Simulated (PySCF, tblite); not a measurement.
# C7H10: vibronic structure

Aim: compute the vibronic structure of C7H10 (`C=C/C=C/C=C/C`).

Computed with tblite 0.8.0 and PySCF 2.14.0 and routines of our own; the level stands in each step. Atoms count from 0.

### 1 The system as given

17 atoms, charge 0, multiplicity 1; geometry from: force field or distance geometry start.

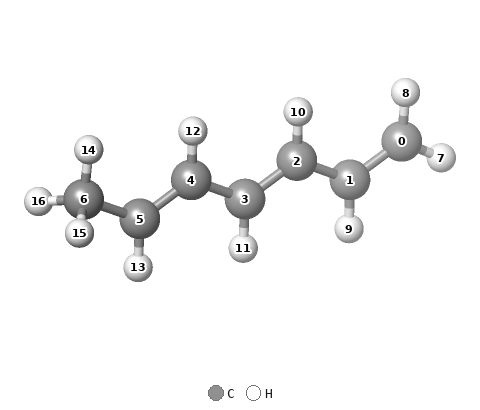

The starting geometry (carbon grey, hydrogen white).

### 2 Relaxing the molecule with GFN2-xTB

Job settings and geometry (Å):

```
{"job": {"kind": "relax", "xc": "GFN2-xTB", "basis": "xTB"}, "charge": 0, "multiplicity": 1}
C      3.869900     0.439500     0.311400
C      2.732600    -0.224700     0.026100
C      1.428600     0.298500     0.297500
C      0.293800    -0.366500     0.007200
C     -1.025800     0.155800     0.281500
C     -2.154400    -0.519000    -0.006900
C     -3.521700     0.014800     0.250700
H      4.837400     0.007700     0.105100
H      3.854200     1.431800     0.752000
H      2.805400    -1.223100    -0.399500
H      1.360000     1.294000     0.732300
H      0.347600    -1.370700    -0.422400
H     -1.092200     1.152400     0.724000
H     -2.093500    -1.512600    -0.446600
H     -3.507400     1.021600     0.698300
H     -4.058100    -0.653000     0.952200
H     -4.083400     0.065800    -0.679700
```

Started as:

```sh
$ OMP_NUM_THREADS=1 python excited_run.py task.json out
```

The driver reads the jobs from task.json and runs them one after another.

The log of the run:

```text
step      E/eV     max force
  0    -544.39950    1.072
  1    -544.42198    0.667
  2    -544.43267    0.192
  3    -544.43686    0.102
  4    -544.43798    0.075
  5    -544.43851    0.058
  6    -544.43905    0.062
  7    -544.43943    0.053
  8    -544.43954    0.022
  9    -544.43959    0.018
 10    -544.43961    0.020
 11    -544.43964    0.011
 12    -544.43965    0.007
```

Run time: 0.07 s. Hardware: 1 thread of Arm Neoverse V1, shared host.

The steps of the relaxation:

| step | energy from step 0 (eV) | largest force (eV/Å) |
| --- | --- | --- |
| 0 | 0.0000 | 1.0716 |
| 1 | -0.0225 | 0.6673 |
| 2 | -0.0332 | 0.1918 |
| 3 | -0.0374 | 0.1024 |
| 4 | -0.0385 | 0.0745 |
| 5 | -0.0390 | 0.0578 |
| 6 | -0.0395 | 0.0625 |
| 7 | -0.0399 | 0.0529 |
| 8 | -0.0400 | 0.0221 |
| 9 | -0.0401 | 0.0178 |
| 10 | -0.0401 | 0.0198 |
| 11 | -0.0401 | 0.0110 |
| 12 | -0.0402 | 0.0071 |

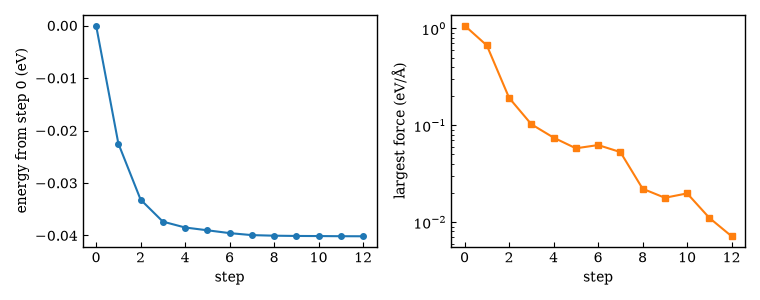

Energy and force, step by step.

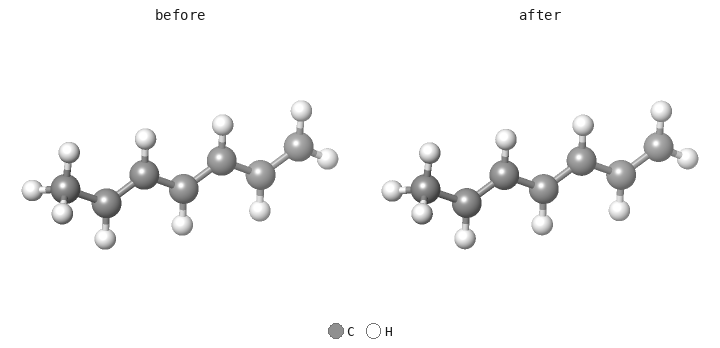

The geometry before (left) and after (right).

Close pairs (by a distance rule), those that changed most:

| bond | before (Å) | after (Å) | change (Å) |
| --- | --- | --- | --- |
| C6–H15 | 1.107 | 1.090 | -0.017 |
| C0–C1 | 1.348 | 1.332 | -0.016 |
| C6–H14 | 1.102 | 1.087 | -0.015 |
| C4–C5 | 1.346 | 1.335 | -0.011 |
| C3–H11 | 1.094 | 1.083 | -0.010 |
| C4–H12 | 1.092 | 1.083 | -0.009 |
| C3–C4 | 1.445 | 1.437 | -0.009 |
| C0–H8 | 1.086 | 1.078 | -0.008 |

The next job starts from the end point, and lists it.

### 3 Infrared spectrum with GFN2-xTB

Job settings and geometry (Å):

```
{"job": {"kind": "ir", "xc": "GFN2-xTB", "basis": "xTB"}, "charge": 0, "multiplicity": 1}
C      3.866514     0.436588     0.310303
C      2.741447    -0.222052     0.038010
C      1.425092     0.298234     0.292027
C      0.289929    -0.367540     0.018822
C     -1.025410     0.150685     0.274348
C     -2.153278    -0.509139     0.000222
C     -3.523438     0.012878     0.256470
H      4.836744     0.016723     0.108529
H      3.852274     1.422355     0.745839
H      2.788521    -1.211502    -0.399614
H      1.372130     1.287407     0.729132
H      0.343007    -1.356406    -0.420075
H     -1.076914     1.138507     0.715747
H     -2.102888    -1.496861    -0.440695
H     -3.488855     1.007987     0.692946
H     -4.060492    -0.650958     0.934635
H     -4.091382     0.055122    -0.673278
```

The log of the run:

```text
mode    cm-1     km/mol
  1      70.3      0.53
  2     108.7      0.38
  3     139.0      0.10
  4     155.5      0.37
  5     215.2      0.57
  6     271.0      0.06
  7     330.1      0.10
  8     372.9      0.05
  9     467.2      1.28
 10     560.6      1.43
 11     627.9      0.96
 12     747.3      1.03
 13     804.7      0.12
 14     874.8     14.96
 15     950.2      1.66
 16     961.9     25.59
 17     962.4      2.34
 18    1003.4      1.94
 19    1026.1     11.00
 20    1039.8     32.65
 21    1110.5      6.17
 22    1173.2      4.67
 23    1185.1      1.02
 24    1216.2      6.06
 25    1267.2      0.75
 26    1284.0      0.09
 27    1297.7      0.10
 28    1320.4      7.12
 29    1401.2      2.50
 30    1413.7      3.31
 31    1474.3      4.74
 32    1482.7     15.48
 33    1624.5     17.86
 34    1648.2     15.22
 35    1682.1     22.64
 36    2988.4     28.37
 37    3005.7     49.22
 38    3039.7      5.86
 39    3044.2      0.10
 40    3047.5      2.63
 41    3049.3      4.34
 42    3057.1      3.56
 43    3064.8    229.13
 44    3100.2     25.10
 45    3130.2     57.29
```

Run time: 0.47 s. Hardware: 1 thread of Arm Neoverse V1, shared host.

The strongest bands and the atoms that carry them (share of the mass-weighted mode):

| cm⁻¹ | km/mol | atoms |
| --- | --- | --- |
| 962 | 25.6 | C6 19 %, H14 19 %, H15 18 %, H16 15 % |
| 1040 | 32.6 | H9 18 %, H10 18 %, H11 18 %, H12 15 % |
| 1682 | 22.6 | C5 39 %, C4 36 % |
| 2988 | 28.4 | H15 49 %, H16 42 % |
| 3006 | 49.2 | H16 51 %, H15 44 % |
| 3065 | 229.1 | H10 28 %, H11 19 %, H12 17 %, H13 15 % |
| 3100 | 25.1 | H8 71 %, H7 24 % |
| 3130 | 57.3 | H7 69 %, H8 21 % |

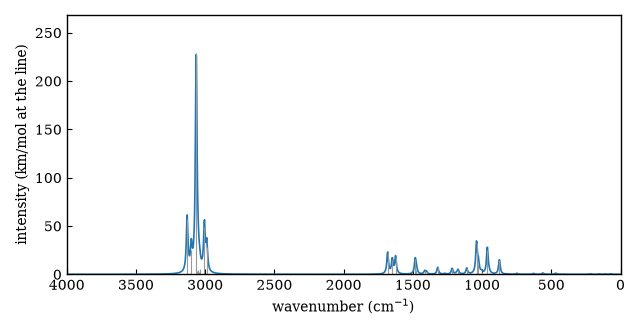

The infrared spectrum from these modes, unscaled. Lines are broadened to a width of 14 cm⁻¹ (Lorentzian).

### 4 Vibronic structure: TDDFT LC-wPBE/def2-SVP

The job, as its differences from that of step 3:

```diff
@@ -1,2 +1,2 @@
-{"job": {"kind": "ir", "xc": "GFN2-xTB", "basis": "xTB"}, "charge": 0, "multiplicity": 1}
+{"job": {"kind": "vib", "xc": "LC-wPBE", "basis": "def2-SVP", "tda": false}, "charge": 0, "multiplicity": 1}
 C      3.866514     0.436588     0.310303
```

Method: TDDFT LC-wPBE/def2-SVP vertical-gradient vibronic structure (displaced harmonic oscillators, Condon), gas phase.

The log of the run:

```text
final grid: 60984 points
cycle   1  E = -272.2916703858  dE =  1.192e+00  |g| = 2.516e-01  |ddm| = 4.289e+00
cycle   2  E = -272.3167328732  dE = -2.506e-02  |g| = 8.369e-02  |ddm| = 5.559e-01
cycle   3  E = -272.3189187744  dE = -2.186e-03  |g| = 4.354e-02  |ddm| = 1.692e-01
cycle   4  E = -272.3195248668  dE = -6.061e-04  |g| = 1.225e-02  |ddm| = 6.684e-02
cycle   5  E = -272.3195802594  dE = -5.539e-05  |g| = 3.084e-03  |ddm| = 1.695e-02
cycle   6  E = -272.3195909585  dE = -1.070e-05  |g| = 9.837e-04  |ddm| = 9.199e-03
cycle   7  E = -272.3195917012  dE = -7.427e-07  |g| = 4.274e-04  |ddm| = 2.605e-03
cycle   8  E = -272.3195917769  dE = -7.575e-08  |g| = 1.161e-04  |ddm| = 7.424e-04
cycle   9  E = -272.3195917821  dE = -5.207e-09  |g| = 4.364e-05  |ddm| = 2.349e-04
cycle  10  E = -272.3195917820  dE =  1.645e-10  |g| = 1.200e-05  |ddm| = 7.604e-05
converged SCF energy = -272.3195917820

Singlet excitations (eV, f): 5.189 (1.2852)  7.379 (0.0021)  7.461 (0.0000)  7.610 (0.0029)  7.739 (0.0000)  7.995 (0.0003)

State S1  5.1890 eV  f = 1.28519  H->L 0.97
  relaxed dipole 1.702 D, largest gradient of the excitation energy 0.1106 Eh/bohr
  mode    cm-1        S   lambda/meV  Raman
   33   1624.5    1.9300     388.7   1.000
   23   1185.1    0.4297      63.1   0.118
   34   1648.2    0.1883      38.5   0.100
   35   1682.1    0.0671      14.0   0.037
   26   1284.0    0.0780      12.4   0.025
   22   1173.2    0.0714      10.4   0.019
    6    271.0    0.2463       8.3   0.004
   30   1413.7    0.0244       4.3   0.010
   15    950.2    0.0266       3.1   0.005
   32   1482.7    0.0168       3.1   0.007
    8    372.9    0.0570       2.6   0.002
   24   1216.2    0.0162       2.4   0.005
  reorganisation energy 0.5589 eV, total S 3.355, 0-0 4.6301 eV
  absorption maximum 5.034 eV, width 0.636 eV

State T1  2.5099 eV  f = 0.00000  H->L 0.89
  relaxed dipole 0.822 D, largest gradient of the excitation energy 0.1291 Eh/bohr
  mode    cm-1        S   lambda/meV  Raman
   33   1624.5    2.6499     533.7   1.000
   23   1185.1    0.5348      78.6   0.107
   34   1648.2    0.2101      42.9   0.082
   26   1284.0    0.1234      19.7   0.029
   22   1173.2    0.0750      10.9   0.015
   35   1682.1    0.0463       9.6   0.019
    6    271.0    0.1915       6.4   0.002
   30   1413.7    0.0287       5.0   0.008
   15    950.2    0.0385       4.5   0.005
   24   1216.2    0.0227       3.4   0.005
   21   1110.5    0.0185       2.5   0.003
    8    372.9    0.0429       2.0   0.001
  reorganisation energy 0.7287 eV, total S 4.163, 0-0 1.7812 eV
  absorption maximum 2.385 eV, width 0.662 eV
```

Run time: 37 s. Hardware: 1 thread of Arm Neoverse V1, shared host; peak memory 0.7 GiB.

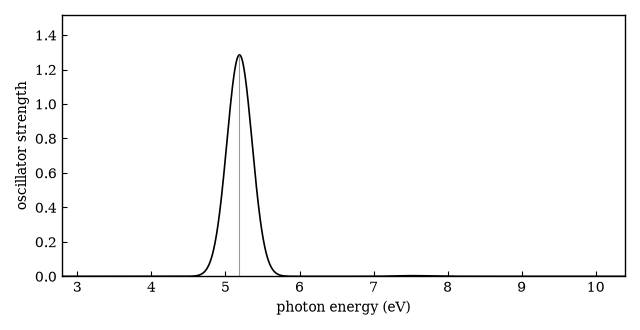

Absorption lines of the singlets. Lines are broadened to a width of 0.40 eV (Gaussian).

### 5 Vibronic structure: TDDFT BHandHLYP/6-31G

The job, as its differences from that of step 4:

```diff
@@ -1,2 +1,2 @@
-{"job": {"kind": "vib", "xc": "LC-wPBE", "basis": "def2-SVP", "tda": false}, "charge": 0, "multiplicity": 1}
+{"job": {"kind": "vib", "xc": "BHandHLYP", "basis": "6-31G", "tda": false, "temperature": 0, "grid": 3}, "charge": 0, "multiplicity": 1}
 C      3.866514     0.436588     0.310303
```

Method: TDDFT BHandHLYP/6-31G vertical-gradient vibronic structure (displaced harmonic oscillators, Condon), gas phase.

The log of the run:

```text
coarse grid: 13808 points
cycle   1  E = -272.4642354444  dE =  1.133e+00  |g| = 2.983e-01  |ddm| = 3.716e+00
cycle   2  E = -272.4884569876  dE = -2.422e-02  |g| = 1.564e-01  |ddm| = 5.533e-01
cycle   3  E = -272.4952711087  dE = -6.814e-03  |g| = 3.587e-02  |ddm| = 2.099e-01
cycle   4  E = -272.4955761712  dE = -3.051e-04  |g| = 2.001e-02  |ddm| = 5.873e-02
cycle   5  E = -272.4956894738  dE = -1.133e-04  |g| = 1.638e-03  |ddm| = 2.280e-02
cycle   6  E = -272.4956907038  dE = -1.230e-06  |g| = 9.780e-04  |ddm| = 3.308e-03
final grid: 196912 points
cycle   7  E = -272.4611976597  dE = -7.795e-06  |g| = 2.766e-03  |ddm| = 1.296e-02
cycle   8  E = -272.4611986986  dE = -1.039e-06  |g| = 2.101e-03  |ddm| = 5.478e-03
cycle   9  E = -272.4611998855  dE = -1.187e-06  |g| = 3.016e-04  |ddm| = 2.257e-03
cycle  10  E = -272.4611999104  dE = -2.494e-08  |g| = 6.817e-05  |ddm| = 4.001e-04
cycle  11  E = -272.4611999119  dE = -1.425e-09  |g| = 1.981e-05  |ddm| = 1.109e-04
cycle  12  E = -272.4611999120  dE = -1.096e-10  |g| = 1.948e-06  |ddm| = 2.055e-05
converged SCF energy = -272.4611999120

Singlet excitations (eV, f): 5.147 (1.3281)  6.943 (0.0035)  7.626 (0.0022)  7.668 (0.0000)  7.853 (0.0000)  8.241 (0.0002)

State S1  5.1469 eV  f = 1.32806  H->L 0.99
  relaxed dipole 1.572 D, largest gradient of the excitation energy 0.0985 Eh/bohr
  mode    cm-1        S   lambda/meV  Raman
   33   1624.5    1.6056     323.4   1.000
   23   1185.1    0.3011      44.2   0.100
   34   1648.2    0.1996      40.8   0.128
   26   1284.0    0.0853      13.6   0.033
   35   1682.1    0.0640      13.4   0.043
   22   1173.2    0.0514       7.5   0.017
    6    271.0    0.1959       6.6   0.003
    8    372.9    0.1210       5.6   0.004
   30   1413.7    0.0210       3.7   0.010
   32   1482.7    0.0167       3.1   0.009
    2    108.7    0.1951       2.6   0.001
   29   1401.2    0.0134       2.3   0.006
  reorganisation energy 0.4733 eV, total S 2.919, 0-0 4.6736 eV
  absorption maximum 5.080 eV, width 0.442 eV

State T1  2.4511 eV  f = 0.00000  H->L 0.92
  relaxed dipole 0.696 D, largest gradient of the excitation energy 0.1218 Eh/bohr
  mode    cm-1        S   lambda/meV  Raman
   33   1624.5    2.4266     488.8   1.000
   23   1185.1    0.4829      71.0   0.106
   34   1648.2    0.2390      48.8   0.101
   26   1284.0    0.1189      18.9   0.031
   22   1173.2    0.0659       9.6   0.014
   35   1682.1    0.0455       9.5   0.020
    6    271.0    0.1784       6.0   0.002
   30   1413.7    0.0295       5.2   0.009
   15    950.2    0.0336       4.0   0.005
   24   1216.2    0.0204       3.1   0.005
   21   1110.5    0.0196       2.7   0.004
    8    372.9    0.0557       2.6   0.001
  reorganisation energy 0.6785 eV, total S 3.893, 0-0 1.7725 eV
  absorption maximum 2.379 eV, width 0.814 eV
```

Run time: 36 s. Hardware: 1 thread of Arm Neoverse V1, shared host; peak memory 0.74 GiB.

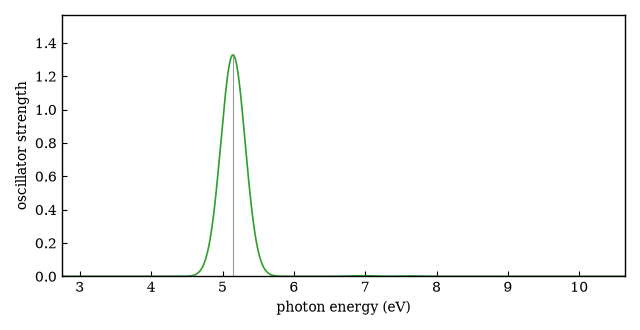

Absorption lines of the singlets. Lines are broadened to a width of 0.40 eV (Gaussian).

### 6 Outcome

| quantity | value |
| --- | --- |
| strongest single infrared mode (GFN2-xTB) | 3065 cm⁻¹, 229 km/mol |
| zero-point energy (GFN2-xTB) | 89.8 kcal/mol |
| S1: vertical, reorganisation, 0-0, total S (step 4, TDDFT LC-wPBE/def2-SVP, modes from GFN2-xTB) | 5.19, 0.56, 4.63 eV; 3.4 |
| T1: vertical, reorganisation, 0-0, total S (step 4, TDA LC-wPBE/def2-SVP, modes from GFN2-xTB) | 2.51, 0.73, 1.78 eV; 4.2 |
| S1: vertical, reorganisation, 0-0, total S (step 5, TDDFT BHandHLYP/6-31G, modes from GFN2-xTB) | 5.15, 0.47, 4.67 eV; 2.9 |
| T1: vertical, reorganisation, 0-0, total S (step 5, TDA BHandHLYP/6-31G, modes from GFN2-xTB) | 2.45, 0.68, 1.77 eV; 3.9 |

**Reading.** No mode is imaginary among the 45: a minimum at this level. The strongest single mode, at 3065 cm⁻¹, is spread over several atoms, H10, H11, H12, H13 among them. Unscaled tight-binding wavenumbers are off by several per cent, some by more. Its intensities can rank the bands wrongly. The vibronic model keeps the ground-state modes (from xTB) and shifts them along the gradient alone, so it can miss much of the relaxation that a full optimisation finds.
